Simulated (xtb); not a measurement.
## Geometry relaxation of C$_{3}$H$_{5}$NO (part 1 of 4)

- system: C$_{3}$H$_{5}$NO, SMILES CC(N)=C=O
- method: GFN2-xTB (xtb 6.7.1)

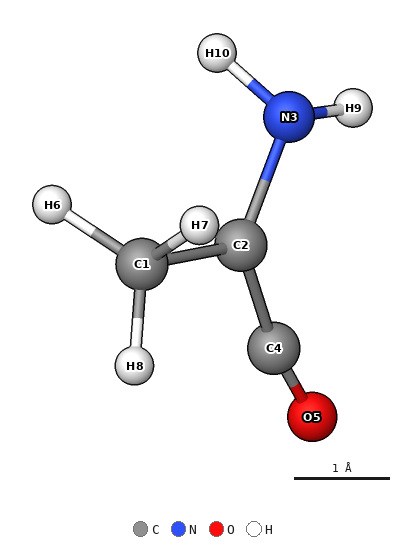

The starting structure (ball-and-stick view, seen at a tilt; atoms are numbered from 1 in the order of the input). Bond lengths as drawn: C–C 1.43 to 1.51 Å, C–H 1.07 to 1.17 Å, C–N 1.45 Å, C–O 0.99 Å and H–N 1.02 Å.

## Input file (geom.xyz)
```
10

C     -1.161340    -0.369640     0.453220
C      0.123990     0.037950    -0.226570
N      1.344200    -0.248980     0.501540
C      0.079330     0.764490    -1.462920
O      0.150850     1.139010    -2.381000
H     -1.280710     0.227120     1.446860
H     -0.889270    -1.432580     0.595760
H     -1.894620    -0.255860    -0.320140
H      2.180260     0.070990     0.021500
H      1.320080     0.146200     1.444450
```

## File xtb.inp
```
$opt
   hessian=swart
$end
```

Run on 1 thread of Intel Xeon @ 2.70GHz, 189 GiB of memory available, shared host.

Launched with:
```bash
xtb geom.xyz --opt normal --input xtb.inp --parallel 1 > geom.out
```

## Log
```
* xtb version 6.7.1
   ID    Z sym.   atoms
    1    6 C      1, 2, 4
    2    7 N      3
    3    8 O      5
    4    1 H      6-10

           -------------------------------------------------
          |                Calculation Setup                |
           -------------------------------------------------

          program call               : xtb geom.xyz --opt normal --input xtb.inp --parallel 1
          coordinate file            : geom.xyz
          omp threads                :                     1

           -------------------------------------------------
          |                 G F N 2 - x T B                 |
           -------------------------------------------------

      * Hamiltonian:
        H0-scaling (s, p, d)           1.850000    2.230000    2.230000
        zeta-weighting                 0.500000
      * Dispersion:
        s8                             2.700000
        a1                             0.520000
        a2                             5.000000
        s9                             5.000000
      * Repulsion:
        kExp                           1.500000    1.000000
        rExp                           1.000000
      * Coulomb:
        alpha                          2.000000
        third order                    shell-resolved
        anisotropic                    true
        a3                             3.000000
        a5                             4.000000
        cn-shift                       1.200000
        cn-exp                         4.000000
        max-rad                        5.000000

          ...................................................
          :                      SETUP                      :
          :.................................................:
          :  # basis functions                  25          :
          :  # atomic orbitals                  25          :
          :  # shells                           15          :
          :  # electrons                        28          :
          :  max. iterations                   250          :
          :  Hamiltonian                  GFN2-xTB          :
          :  restarted?                      false          :
          :  GBSA solvation                  false          :
          :  PC potential                    false          :
          :  electronic temp.          300.0000000     K    :
          :  accuracy                    1.0000000          :
          :  -> integral cutoff          0.2500000E+02      :
          :  -> integral neglect         0.1000000E-07      :
          :  -> SCF convergence          0.1000000E-05 Eh   :
          :  -> wf. convergence          0.1000000E-03 e    :
          :  Broyden damping             0.4000000          :
          :  net charge                          0          :
          :  unpaired electrons                  0          :
          ...................................................

 iter      E             dE          RMSdq      gap      omega  full diag
   1    -15.9771050 -0.159771E+02  0.560E+00    4.76       0.0  T
   2    -16.0426294 -0.655243E-01  0.390E+00    2.15       1.0  T
   3    -16.0965768 -0.539474E-01  0.221E+00    3.19       1.0  T
   4    -16.1013126 -0.473579E-02  0.641E-01    2.53       1.0  T
   5    -16.1043530 -0.304046E-02  0.162E-01    2.72       1.0  T
   6    -16.1043892 -0.361926E-04  0.497E-02    2.76       1.0  T
   7    -16.1044025 -0.133437E-04  0.188E-02    2.75       1.7  T
   8    -16.1044027 -0.111931E-06  0.374E-03    2.74       8.5  T
   9    -16.1044028 -0.991739E-07  0.104E-03    2.75      30.4  T
  10    -16.1044028 -0.628415E-09  0.366E-04    2.75      86.4  T
  11    -16.1044028  0.180407E-10  0.158E-04    2.75     199.9  T

   *** convergence criteria satisfied after 11 iterations ***

         #    Occupation            Energy/Eh            Energy/eV
      -------------------------------------------------------------
         1        2.0000           -0.8026632             -21.8416
       ...           ...                  ...                  ...
         8        2.0000           -0.5221949             -14.2096
         9        2.0000           -0.5017557             -13.6535
        10        2.0000           -0.4757975             -12.9471
        11        2.0000           -0.4548634             -12.3775
        12        2.0000           -0.4434738             -12.0675
        13        2.0000           -0.3976938             -10.8218
        14        2.0000           -0.3038784              -8.2690 (HOMO)
        15                         -0.2029685              -5.5231 (LUMO)
        16                         -0.1279769              -3.4824
        17                          0.0401417               1.0923
        18                          0.0713583               1.9418
        19                          0.1165047               3.1703
       ...                                ...                  ...
        25                          2.0370534              55.4310
      -------------------------------------------------------------
                  HL-Gap            0.1009099 Eh            2.7459 eV
             Fermi-level           -0.2534235 Eh           -6.8960 eV

 SCC (total)                   0 d,  0 h,  0 min,  0.007 sec
 SCC setup                      ...        0 min,  0.000 sec (  2.270%)
 Dispersion                     ...        0 min,  0.000 sec (  0.940%)
 classical contributions        ...        0 min,  0.000 sec (  0.293%)
 integral evaluation            ...        0 min,  0.001 sec ( 14.611%)
 iterations                     ...        0 min,  0.003 sec ( 50.089%)
 molecular gradient             ...        0 min,  0.002 sec ( 28.851%)
 printout                       ...        0 min,  0.000 sec (  2.727%)

         :::::::::::::::::::::::::::::::::::::::::::::::::::::
         ::                     SUMMARY                     ::
         :::::::::::::::::::::::::::::::::::::::::::::::::::::
         :: total energy             -15.784807531810 Eh    ::
         :: gradient norm              0.966124324248 Eh/a0 ::
         :: HOMO-LUMO gap              2.745899140106 eV    ::
         ::.................................................::
         :: SCC energy               -16.104398579882 Eh    ::
         :: -> isotropic ES            0.020282626573 Eh    ::
         :: -> anisotropic ES          0.005516123398 Eh    ::
         :: -> anisotropic XC          0.009258670346 Eh    ::
         :: -> dispersion             -0.004819201475 Eh    ::
         :: repulsion energy           0.319591048072 Eh    ::
         :: add. restraining           0.000000000000 Eh    ::
         :: total charge               0.000000000000 e     ::
         :::::::::::::::::::::::::::::::::::::::::::::::::::::

      -----------------------------------------------------------
     |                   =====================                   |
     |                        A N C O P T                        |
     |                   =====================                   |
     |               Approximate Normal Coordinate               |
     |                Rational Function Optimizer                |
      -----------------------------------------------------------
      -----------------------------------------------------------
     |                   =====================                   |
     |                        A N C O P T                        |
     |                   =====================                   |
     |               Approximate Normal Coordinate               |
     |                Rational Function Optimizer                |
      -----------------------------------------------------------

          ...................................................
          :                      SETUP                      :
          :.................................................:
          :   optimization level            normal          :
          :   max. optcycles                   200          :
          :   ANC micro-cycles                  20          :
          :   degrees of freedom                24          :
          :.................................................:
          :   RF solver                   davidson          :
          :   write xtbopt.log                true          :
          :   linear?                        false          :
          :   energy convergence         0.5000000E-05 Eh   :
          :   grad. convergence          0.1000000E-02 Eh/α :
          :   maxmium RF displ.          1.0000000          :
          :   Hlow (freq-cutoff)         0.1000000E-01      :
          :   Hmax (freq-cutoff)         5.0000000          :
          :   S6 in model hess.         20.0000000          :
          ...................................................

generating ANC from exact Hessian ...
Using Swart-Hessian
 Shifting diagonal of input Hessian by    0.0000000000000000
 Lowest  eigenvalues of input Hessian
    0.000000    0.000000    0.000000    0.000000    0.000000    0.000000
    0.065108    0.081421    0.139983    0.212969    0.236704    0.254218
    0.276551    0.379269    0.407300    0.443786    0.467008    0.500985
 Highest eigenvalues
    1.303648    1.424664    1.551851    1.674164    1.927012    2.175129

........................................................................
.............................. CYCLE    1 ..............................
........................................................................

 iter      E             dE          RMSdq      gap      omega  full diag
   1    -16.1044028 -0.161044E+02  0.366E-05    2.75       0.0  T
   2    -16.1044028 -0.250822E-11  0.267E-05    2.75    1184.5  T
   3    -16.1044028 -0.672884E-11  0.840E-06    2.75    3764.6  T
     SCC iter.                  ...        0 min,  0.002 sec
     gradient                   ...        0 min,  0.002 sec
 * total energy  :   -15.7848075 Eh     change       -0.1137224E-09 Eh
   gradient norm :     0.9661156 Eh/α   predicted     0.0000000E+00 (-100.00%)
   displ. norm   :     0.4558100 α      lambda       -0.4308319E+00
   maximum displ.:     0.3559089 α      in ANC's #23, #22, #18, ...

........................................................................
.............................. CYCLE    2 ..............................
........................................................................

 iter      E             dE          RMSdq      gap      omega  full diag
   1    -15.8619670 -0.158620E+02  0.392E+00    1.10       0.0  T
   2    -15.9543244 -0.923574E-01  0.332E+00    2.88       1.0  T
   3    -16.0483385 -0.940142E-01  0.879E-01    2.07       1.0  T
   4    -16.0490879 -0.749366E-03  0.491E-01    2.03       1.0  T
   5    -16.0492137 -0.125831E-03  0.955E-02    1.99       1.0  T
   6    -16.0492180 -0.427842E-05  0.388E-02    2.01       1.0  T
   7    -16.0492289 -0.109432E-04  0.250E-02    2.00       1.3  T
   8    -16.0492316 -0.269531E-05  0.539E-03    2.00       5.9  T
   9    -16.0492316  0.453199E-07  0.358E-03    2.00       8.8  T
  10    -16.0492317 -0.671348E-07  0.281E-04    2.00     112.6  T
  11    -16.0492317 -0.166001E-09  0.111E-04    2.00     285.0  T
     SCC iter.                  ...        0 min,  0.003 sec
     gradient                   ...        0 min,  0.002 sec
 * total energy  :   -15.8593848 Eh     change       -0.7457732E-01 Eh
   gradient norm :     0.2752854 Eh/α   predicted    -0.2601714E+00 ( 248.86%)
   displ. norm   :     0.1328518 α      lambda       -0.2972735E-01
   maximum displ.:     0.0789564 α      in ANC's #23, #14, #5, ...

........................................................................
.............................. CYCLE    3 ..............................
........................................................................

 iter      E             dE          RMSdq      gap      omega  full diag
   1    -16.0713402 -0.160713E+02  0.605E-01    2.21       0.0  T
   2    -16.0727508 -0.141057E-02  0.548E-01    1.96       1.0  T
   3    -16.0750419 -0.229103E-02  0.155E-01    2.06       1.0  T
   4    -16.0750188  0.230461E-04  0.867E-02    2.04       1.0  T
   5    -16.0750558 -0.370384E-04  0.250E-02    2.06       1.3  T
   6    -16.0750577 -0.189063E-05  0.696E-03    2.06       4.5  T
   7    -16.0750578 -0.916666E-07  0.155E-03    2.06      20.4  T
   8    -16.0750578 -0.386294E-08  0.728E-04    2.06      43.4  T
   9    -16.0750578 -0.452484E-09  0.105E-04    2.06     302.3  T
     SCC iter.                  ...        0 min,  0.003 sec
     gradient                   ...        0 min,  0.002 sec
 * total energy  :   -15.8835106 Eh     change       -0.2412577E-01 Eh
   gradient norm :     0.1622741 Eh/α   predicted    -0.1512601E-01 ( -37.30%)
   displ. norm   :     0.2477965 α      lambda       -0.3306252E-01
   maximum displ.:     0.1008230 α      in ANC's #23, #14, #15, ...

........................................................................
.............................. CYCLE    4 ..............................
........................................................................

 iter      E             dE          RMSdq      gap      omega  full diag
   1    -16.1109730 -0.161110E+02  0.131E+00    2.80       0.0  T
   2    -16.1172357 -0.626269E-02  0.108E+00    2.10       1.0  T
   3    -16.1266932 -0.945746E-02  0.286E-01    2.37       1.0  T
   4    -16.1266820  0.111555E-04  0.142E-01    2.32       1.0  T
   5    -16.1267387 -0.566019E-04  0.425E-02    2.34       1.0  T
   6    -16.1267432 -0.454651E-05  0.108E-02    2.34       2.9  T
   7    -16.1267433 -0.136391E-06  0.259E-03    2.35      12.2  T
   8    -16.1267433 -0.494278E-08  0.128E-03    2.35      24.6  T
   9    -16.1267433 -0.980574E-09  0.202E-04    2.35     156.2  T
  10    -16.1267433 -0.310649E-10  0.800E-05    2.34     395.2  T
     SCC iter.                  ...        0 min,  0.003 sec
     gradient                   ...        0 min,  0.002 sec
 * total energy  :   -15.8940127 Eh     change       -0.1050207E-01 Eh
   gradient norm :     0.1446843 Eh/α   predicted    -0.1754633E-01 (  67.07%)
   displ. norm   :     0.0649205 α      lambda       -0.8293165E-02
   maximum displ.:     0.0471827 α      in ANC's #23, #15, #18, ...

........................................................................
.............................. CYCLE    5 ..............................
........................................................................
```
